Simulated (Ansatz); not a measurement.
## Electronic structure of AsH6NSi···NH3 in real space

The calculation's input:

```
crystal:
  periodic: [false, false, false]
  atoms:
    - {symbol: Si, position_ang: [-0.797471, 0.069233, -0.425940]}
    - {symbol: N, position_ang: [1.377230, -1.197122, 1.541237]}
    - {symbol: H, position_ang: [-0.606130, -1.398757, -0.604907]}
    - {symbol: H, position_ang: [-1.016271, 0.372840, 1.009173]}
    - {symbol: N, position_ang: [-2.182775, 0.710550, -1.239172]}
    - {symbol: H, position_ang: [2.128605, -1.764859, 1.168841]}
    - {symbol: As, position_ang: [1.013292, 1.168435, -1.474950]}
    - {symbol: H, position_ang: [0.790173, -1.805481, 2.098740]}
    - {symbol: H, position_ang: [1.793496, -0.521640, 2.170577]}
    - {symbol: H, position_ang: [-2.243891, 0.666502, -2.243937]}
    - {symbol: H, position_ang: [-3.093642, 0.606712, -0.821186]}
    - {symbol: H, position_ang: [2.046261, 0.645313, -0.493862]}
    - {symbol: H, position_ang: [0.791122, 2.448372, -0.684516]}
basis:
  gaussian: {orbitals: def2-TZVPP}
hamiltonian: {xc: pbe0, dispersion: d4}
output: {orbitals: {seedname: orbitals}}
```

Run with:

```sh
ansatz run in.yaml --threads 8 --pin off --events-out ev --progress --plain --max-ram 19148MiB
```

The product side of a reaction path; geometry: PBE0-D4/def2-TZVP.

These are results of RKS PBE0-D4/def2-TZVPP (Ansatz), not measurements.

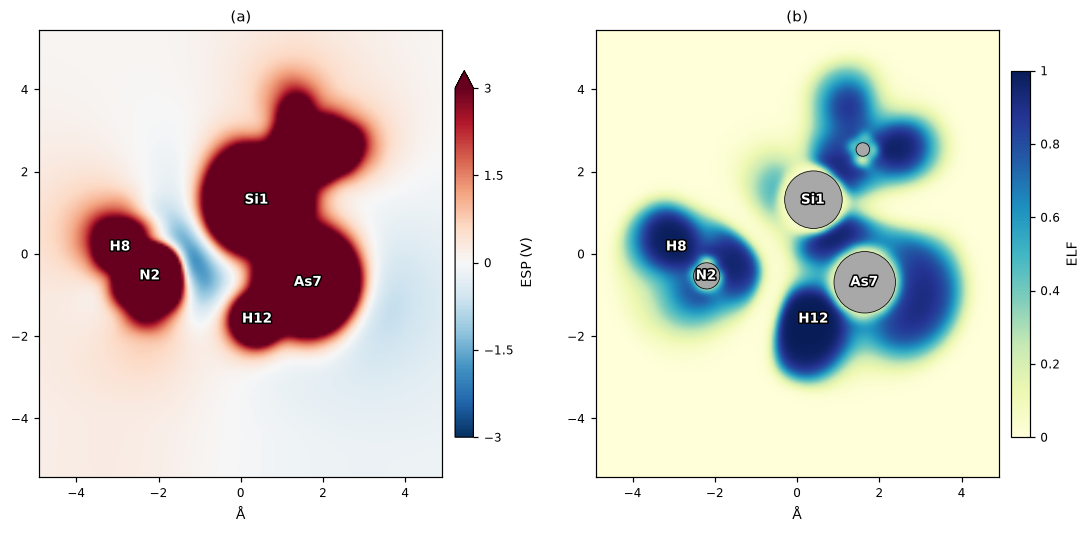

Figure 1. (a) molecular electrostatic potential; (b) ELF on the plane of atoms Si1, As7 and H12. Grey discs cover the atomic cores in the ELF map.

### Read the bonding off the picture.

The section cuts through Si, N, As and H sites.
Si1···N2 (3.19 Å): the ELF dips to about 0.05 between them.
Si–As (2.36 Å): the ELF peaks at about 0.95 between the atoms: a shared electron pair.
N–H (1.01 Å): the ELF climbs to about 1 towards the hydrogen, as it does in any bond to H: a covalent bond by its length.
As–H (1.52 Å): the ELF climbs to about 1 towards the hydrogen.
The ELF also peaks beside As7, away from the bonds: lone-pair regions.
Outside the dense part of the complex the potential is most negative (−1.7 V) near N2.

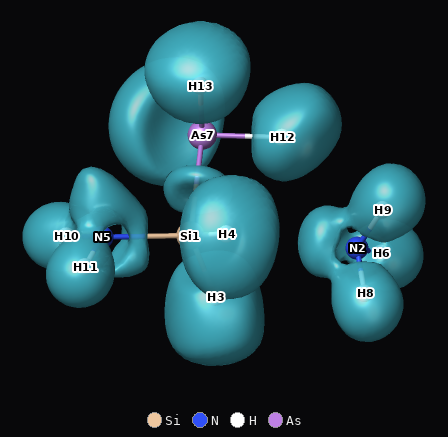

Figure 2. Isosurface of the electron localisation function at 0.8 (cyan), seen at a tilt. Core shells and regions of very low density are left out.

### What do the ELF domains correspond to?

The ELF exceeds this value in one region between bonded As–Si atoms (shared pairs), four regions around hydrogen nuclei, one lobe on As, pointing away from the bonds (lone pairs) and two joined regions spread over several atoms (H, N), in which their bonds and any lone pairs are merged. Profiles from the grid: Si–N (1.73 Å): the ELF peaks at about 0.90 between the atoms, as expected for a polar covalent bond.

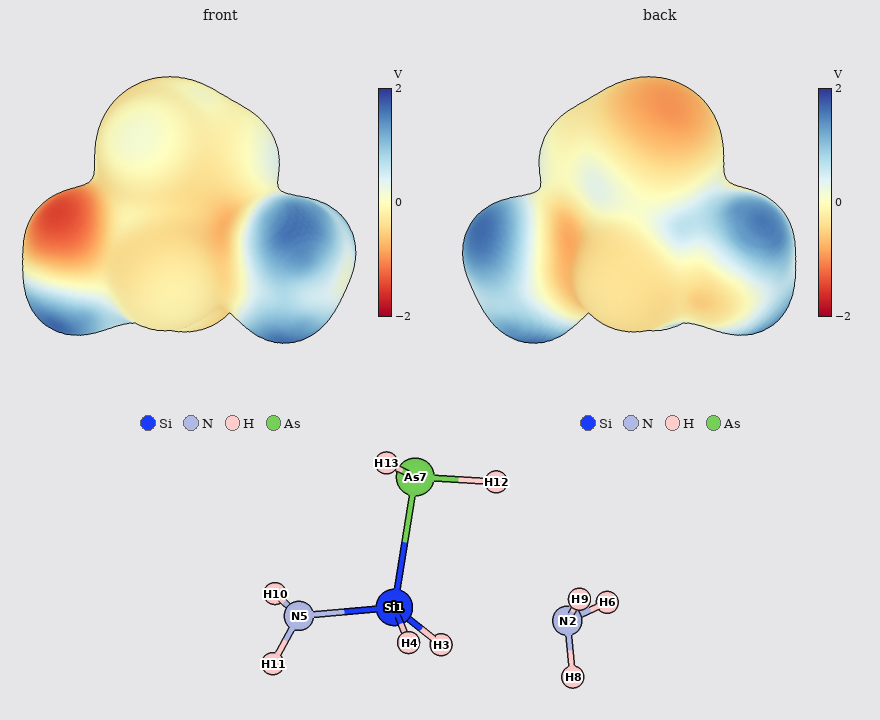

Figure 3. The electrostatic potential painted on the density surface at 0.002 e/bohr³, seen from the front and from behind; red is negative and blue positive. The bare structure is drawn below in the same view.

### Describe the electrostatic potential map.

The most negative region (about −1.4 V) lies over N5, the most positive (about +1.6 V) over H6, H8, H9 and H11. N5 is the likeliest acceptor of a hydrogen bond.
